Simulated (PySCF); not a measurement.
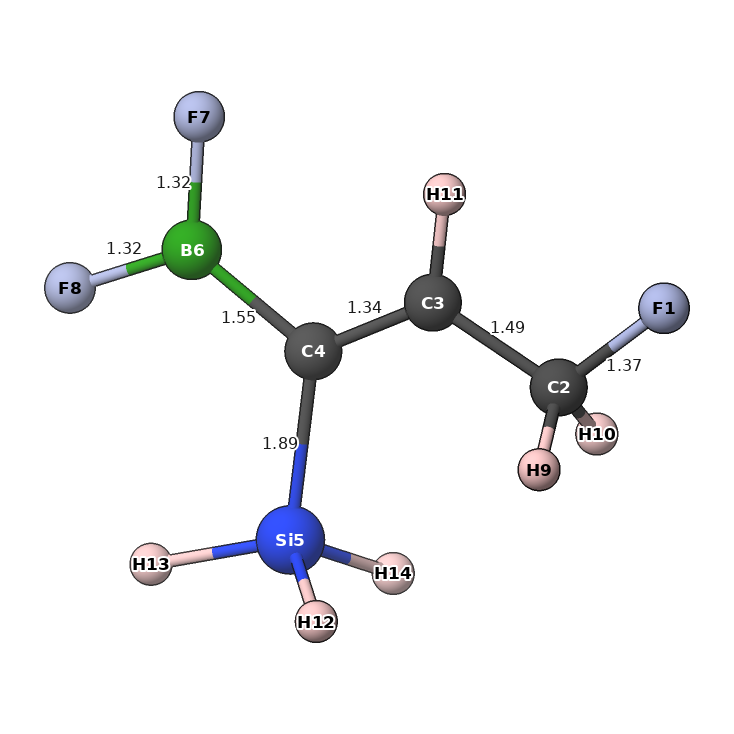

The numbers beside the sticks are distances in Å. Sticks don't show bond order. Computed geometry: GFN2-xTB optimisation. No frequency run is at hand to confirm it as a minimum.

> Which of the marked bonds are single, double, triple or aromatic?

F1–C2 single; C2–C3 single; C3–C4 double; C4–Si5 single; C4–B6 single; B6–F7 single; B6–F8 single.

> Give the structure as SMILES.

FC/C=C(\[SiH3])B(F)F
